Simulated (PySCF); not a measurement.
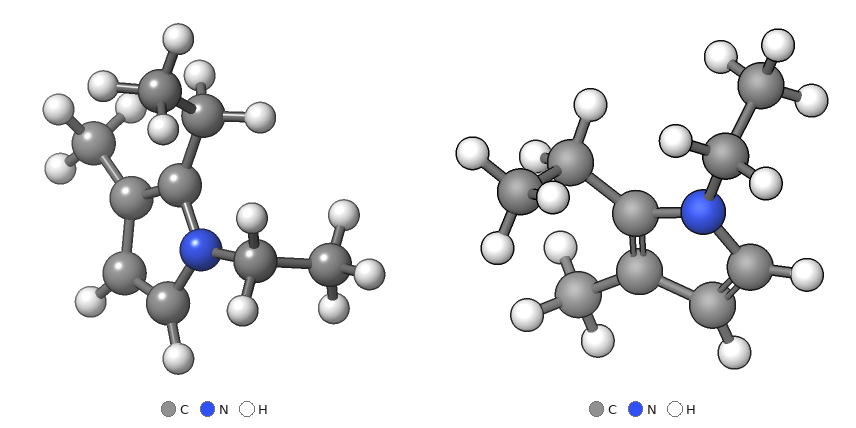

Both panels show the same species.

Count the atoms of each element.

C₉H₁₅N, 25 atoms: 9 carbon, 15 hydrogen and 1 nitrogen.

What is its SMILES?

CCc1c(C)ccn1CC

Give the symmetry (Schoenflies symbol).

C1.

The parts below concern this one geometry. Atoms keep their numbers from picture to picture. Computed geometry: PBE0-D3(BJ)/def2-SVP optimisation. No frequency run is at hand to confirm it as a minimum.

Shape

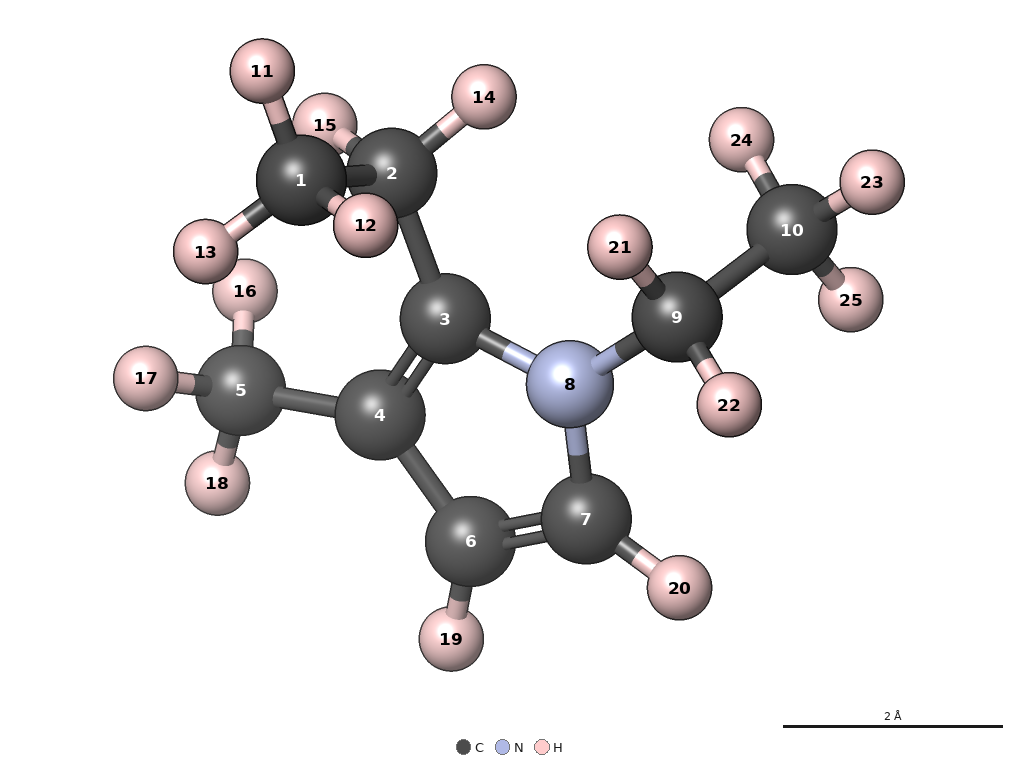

No frequency run is at hand to confirm it as a minimum.

What is the geometry at C5?

C5 has 4 neighbours (C4 at 1.50, H16 at 1.10, H17 at 1.10, H18 at 1.10 Å); the arrangement is tetrahedral.

How are the neighbours of atom 9 arranged?

C9 has 4 neighbours (N8 at 1.44, C10 at 1.52, H21 at 1.10, H22 at 1.10 Å); the arrangement is tetrahedral.

How are the neighbours of atom 10 arranged?

C10 has 4 neighbours (C9 at 1.52, H23 at 1.10, H24 at 1.10, H25 at 1.10 Å); the arrangement is tetrahedral.

Describe the coordination of atom 2.

C2 has 4 neighbours (C1 at 1.53, C3 at 1.49, H14 at 1.10, H15 at 1.10 Å); the arrangement is tetrahedral.

What is the dihedral angle C6–C7–N8–C9?

174° in size, that is anti.

NMR shielding

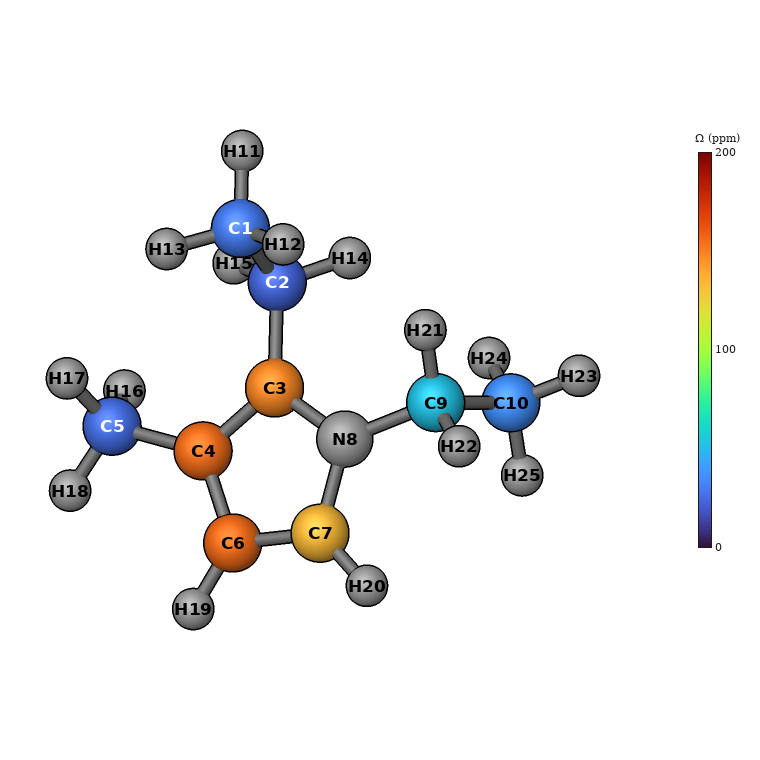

The C atoms are coloured by the span of their shielding tensor. No frequency run is at hand to confirm it as a minimum. Properties computed with GIAO PBE0/pcSseg-1 NMR shielding, non-relativistic, IEF-PCM dichloromethane (PySCF 2.14.0). Principal shieldings σ11 ≤ σ22 ≤ σ33, span Ω = σ33 − σ11, skew κ = 3(σiso − σ22)/Ω.

Give the shielding tensors of the C atoms.

```json
{"atom": "C1", "σ11": "155.0", "σ22": "165.6", "σ33": "185.8", "σiso": "168.8", "Ω": "30.8", "κ": "0.32"}
{"atom": "C2", "σ11": "151.2", "σ22": "167.8", "σ33": "175.8", "σiso": "164.9", "Ω": "24.6", "κ": "−0.35"}
{"atom": "C3", "σ11": "−21.3", "σ22": "45.7", "σ33": "125.8", "σiso": "50.1", "Ω": "147.1", "κ": "0.09"}
{"atom": "C4", "σ11": "−3.8", "σ22": "50.4", "σ33": "149.8", "σiso": "65.5", "Ω": "153.6", "κ": "0.29"}
{"atom": "C5", "σ11": "162.1", "σ22": "164.7", "σ33": "189.0", "σiso": "172.0", "Ω": "26.9", "κ": "0.80"}
{"atom": "C6", "σ11": "−5.3", "σ22": "71.1", "σ33": "148.6", "σiso": "71.5", "Ω": "153.9", "κ": "0.01"}
{"atom": "C7", "σ11": "−6.6", "σ22": "69.7", "σ33": "127.0", "σiso": "63.4", "Ω": "133.6", "κ": "−0.14"}
{"atom": "C9", "σ11": "118.9", "σ22": "134.4", "σ33": "171.4", "σiso": "141.6", "Ω": "52.5", "κ": "0.41"}
{"atom": "C10", "σ11": "149.2", "σ22": "159.8", "σ33": "186.2", "σiso": "165.1", "Ω": "37.0", "κ": "0.43"}
```

Shieldings and span in ppm.

Electronic properties

No frequency run is at hand to confirm it as a minimum. Level of theory: PBE0/pcSseg-1 in benzene (IEF-PCM) (PySCF 2.14.0).

Give the HOMO energy (Kohn–Sham orbital) at this level.

−5.60 eV.

Estimate the HOMO–LUMO gap.

6.49 eV.

Estimate the dipole moment.

2.37 D.

Charges

The questions are on ESP-fitted charges. No frequency run is at hand to confirm it as a minimum. Method: PBE0/pcSseg-1 in benzene (IEF-PCM) (PySCF 2.14.0).

Give the ESP-fitted charges atom by atom.

```
atom  value (e)
  C1      −0.26
  C2       0.08
  C3      −0.22
  C4       0.29
  C5      −0.58
  C6      −0.46
  C7      −0.28
  N8       0.01
  C9       0.17
 C10      −0.25
 H11       0.07
 H12       0.07
 H13       0.08
 H14       0.04
 H15       0.04
 H16       0.15
 H17       0.16
 H18       0.16
 H19       0.23
 H20       0.22
 H21       0.05
 H22       0.02
 H23       0.07
 H24       0.07
 H25       0.08
```
